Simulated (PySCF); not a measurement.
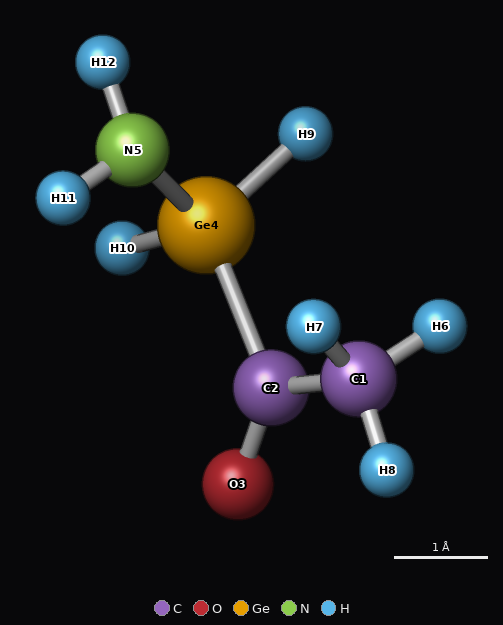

Figure 1. The structure as given in the input (ball-and-stick view, seen at an oblique angle; atoms are numbered from 1 in the order of the input). Sticks mark near contacts.

**C2H7GeNO: excited-state calculation**

The run: excited-state calculation of C2H7GeNO. Method and program: TDA KT3/def2-SVPD, vertical, gas phase, core orbitals frozen in the response (PySCF 2.14.0).

The geometry comes from this level: GFN2-xTB. It belongs to a series of runs on one base structure; here: KT3/def2-SVPD; 1 states, TDA.

## Output
```
coarse grid: 45384 points
cycle   1  E = -2297.8628694901  dE = -1.210e-01  |g| = 9.610e-01  |ddm| = 4.547e+00
cycle   2  E = -2296.2840849207  dE =  1.579e+00  |g| = 2.685e+00  |ddm| = 6.383e+00
cycle   3  E = -2298.0261769933  dE = -1.742e+00  |g| = 3.908e-01  |ddm| = 5.947e+00
cycle   4  E = -2298.0509770258  dE = -2.480e-02  |g| = 2.512e-01  |ddm| = 8.126e-01
cycle   5  E = -2298.0642469772  dE = -1.327e-02  |g| = 5.736e-02  |ddm| = 3.349e-01
cycle   6  E = -2298.0651324908  dE = -8.855e-04  |g| = 1.493e-02  |ddm| = 9.340e-02
cycle   7  E = -2298.0651851450  dE = -5.265e-05  |g| = 3.700e-03  |ddm| = 2.281e-02
cycle   8  E = -2298.0651885069  dE = -3.362e-06  |g| = 9.564e-04  |ddm| = 6.539e-03
final grid: 95264 points
cycle   9  E = -2298.0651916264  dE =  2.489e-07  |g| = 1.564e-03  |ddm| = 6.808e-03
cycle  10  E = -2298.0651897145  dE =  1.912e-06  |g| = 3.426e-03  |ddm| = 5.804e-03
cycle  11  E = -2298.0651920059  dE = -2.291e-06  |g| = 8.020e-04  |ddm| = 3.855e-03
cycle  12  E = -2298.0651921358  dE = -1.298e-07  |g| = 6.756e-05  |ddm| = 8.165e-04
cycle  13  E = -2298.0651921369  dE = -1.138e-09  |g| = 1.843e-05  |ddm| = 1.209e-04
cycle  14  E = -2298.0651921370  dE = -8.549e-11  |g| = 2.938e-06  |ddm| = 2.605e-05
```

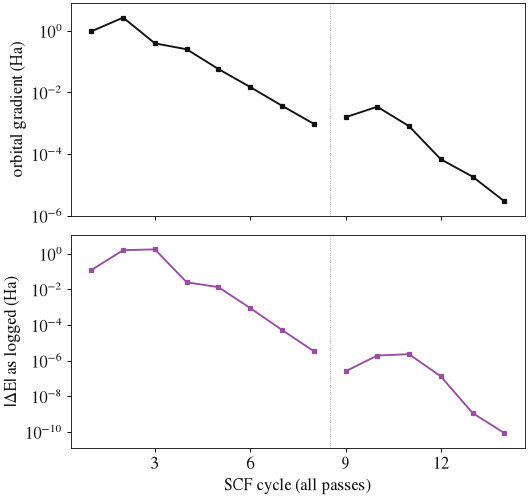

Figure 2. Convergence of the self-consistent field: orbital gradient and size of the energy change against the SCF cycle. The dotted line marks the change from a coarse to the final integration grid. The first 8 cycles use a coarse grid, the final grid takes over at cycle 9, and the field converges after 14 cycles in all.

```
converged SCF energy = -2298.0651921370

Static polarisability (au): isotropic 69.624, principal 57.869 70.132 80.873

Singlet excitations
state   eV       nm        f      main configurations
  1   3.5553    348.7   0.00186   H->L 0.99
```

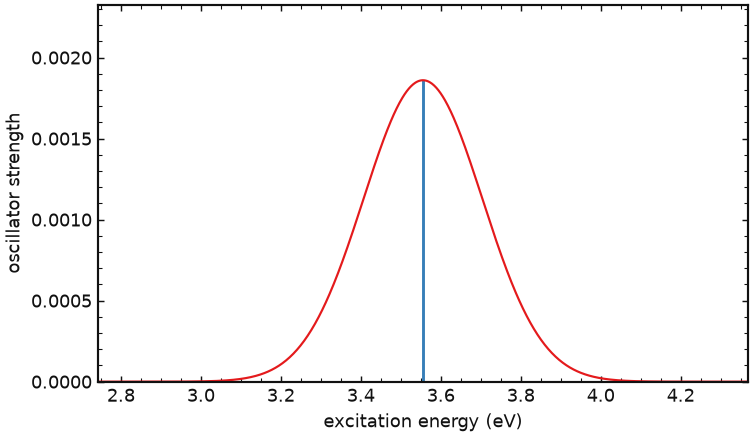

Figure 3. Computed excitations as sticks (degenerate states added up, dark ones marked on the axis), with a Gaussian envelope of 0.35 eV full width at half maximum, scaled to the tallest. Of the 1 states the lowest lies at 3.56 eV (f = 0.002); the strongest line is at 3.56 eV, or 349 nm (f = 0.002).

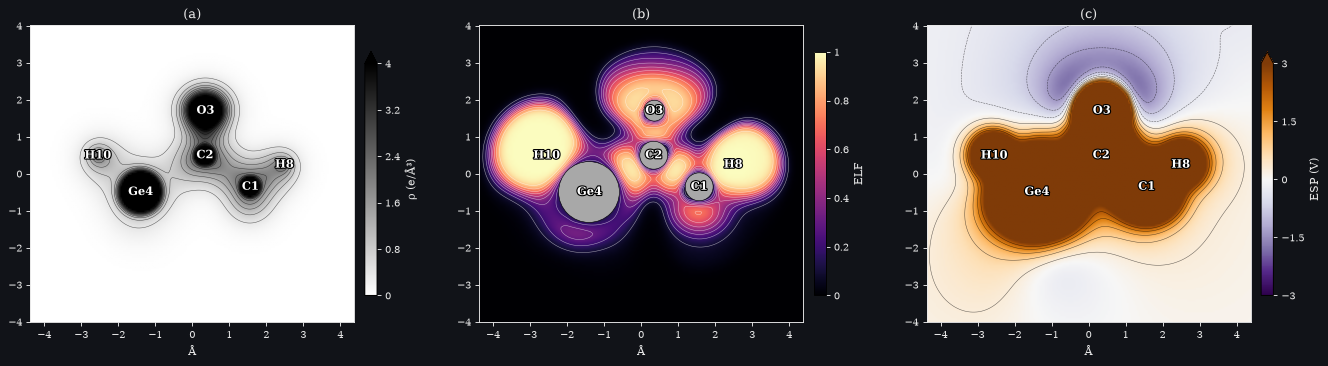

Figure 4. (a) total electron density; (b) electron localisation function; (c) molecular electrostatic potential on the plane of atoms C1, C2 and O3. Grey discs, where drawn, cover atomic cores. Atoms in the plane: C, O, Ge and H. C–O (1.20 Å): ρ is about 3.4 e/Å³ halfway; the ELF peaks at about 0.85 between the atoms (a double or triple bond). C–Ge (2.01 Å): ρ is about 0.83 e/Å³ halfway; the ELF peaks at about 0.95 in the valence shell of C, 0.7 Å from its nucleus, and is about 0.75 at the midpoint. C–H (1.09 Å): ρ is about 2 e/Å³ halfway; the ELF climbs to about 1 towards the hydrogen, as it does in any bond to H; a covalent bond by its length. Ge–H (1.52 Å): ρ is about 1.1 e/Å³ halfway, with its minimum of 0.93 e/Å³ about 0.9 Å from Ge; the ELF climbs to about 1 towards the hydrogen.

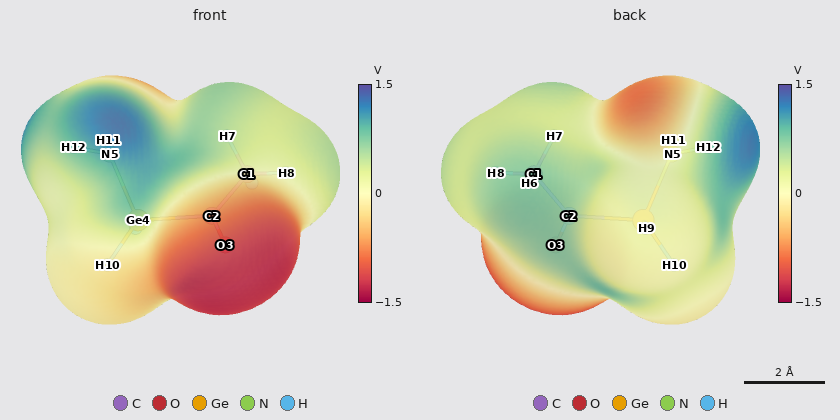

Figure 5. The molecular electrostatic potential painted on the density surface at 0.001 e/bohr³, seen at a tilt and from behind; red is negative and blue positive. Its dipole moment is 2.32 D.

The run was set up as follows.

## Input file
```
{"job": {"kind": "uv", "xc": "KT3", "basis": "def2-SVPD", "nstates": 1, "ntriplets": 0, "tda": true}, "charge": 0, "multiplicity": 1}
C     -1.651840     0.307627     0.789053
C     -0.987039    -0.652816    -0.144658
O     -1.579038    -1.339179    -0.936899
Ge     1.020691    -0.720824    -0.039708
N      1.581534     0.986531    -0.350113
H     -1.413303     0.012985     1.810588
H     -1.222345     1.295374     0.625659
H     -2.730182     0.331671     0.646913
H      1.565292    -1.016904     1.336473
H      1.551680    -1.761404    -1.006666
H      1.296245     1.394661    -1.230501
H      2.569503     1.161593    -0.232009
```

The first line tells a small driver script what to run in PySCF; the rest is the geometry in Å.

Launched with:
```bash
OMP_NUM_THREADS=1 python <driver script> task.json out
```

## Key numbers

```csv
quantity,value
outcome,converged
total energy,−2298.065192 hartree
HOMO,−5.61 eV
LUMO,−2.25 eV
dipole moment,2.32 D
mean polarisability,69.62 a.u.
lowest excitation,3.56 eV
hardware,"1 CPU thread, shared host"
wall time,19 s
peak memory,0.62 GiB
```

Settings chosen away from the usual ones: KT3/def2-SVPD; 1 states, TDA. Spin–orbit coupling is left out, which matters for the heavy atoms.
